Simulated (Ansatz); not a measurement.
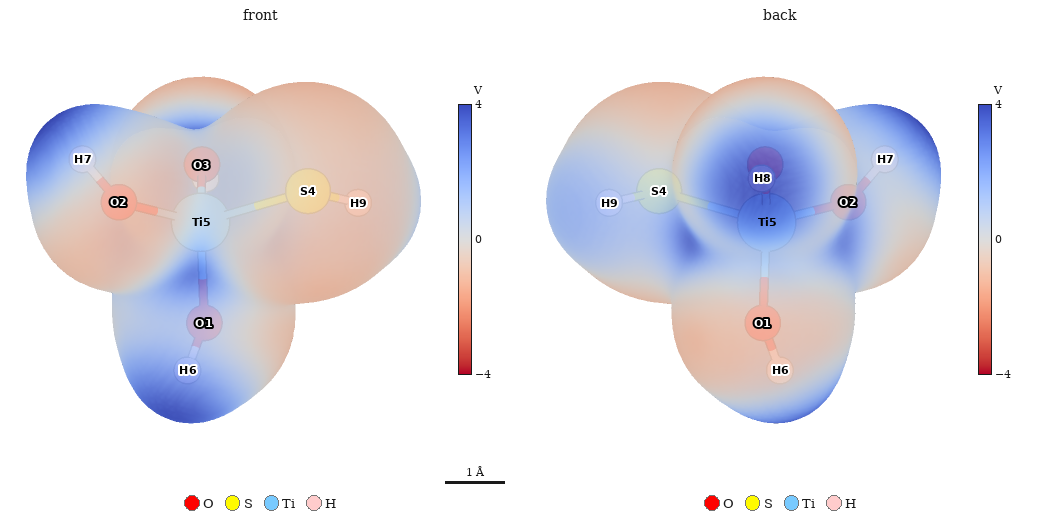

H4O3STi. The molecular electrostatic potential painted on the density surface at 0.004 e/bohr³, seen from the front and from behind; red is negative and blue positive.

Geometry: PBE0-D4/def2-SVP.

These are results of isolated molecule in a Gaussian basis; Kohn-Sham density functional theory, functional PBE0 in Ansatz, not measurements.

```yaml
atoms:
  - { symbol: O, position_ang: [-0.4774, 1.0354, -1.3239] }
  - { symbol: O, position_ang: [1.8838, 0.0113, 0.0657] }
  - { symbol: O, position_ang: [-0.6055, -1.5622, -0.0856] }
  - { symbol: S, position_ang: [-0.4696, 1.0348, 2.0366] }
  - { symbol: Ti, position_ang: [0.1198, 0.0508, 0.0232] }
  - { symbol: H, position_ang: [-0.1247, 1.7989, -1.7899] }
  - { symbol: H, position_ang: [2.5340, -0.6707, 0.2598] }
  - { symbol: H, position_ang: [-1.2378, -1.9434, -0.7019] }
  - { symbol: H, position_ang: [-1.7841, 0.8058, 1.8077] }
```

Describe the electrostatic potential map.

Answer. The most negative region (about −1.2 V, or −28 kcal/mol for a unit charge) lies over O3 and S4, the most positive (about +3.9 V, or +90 kcal/mol for a unit charge) over H6, H7 and H8.
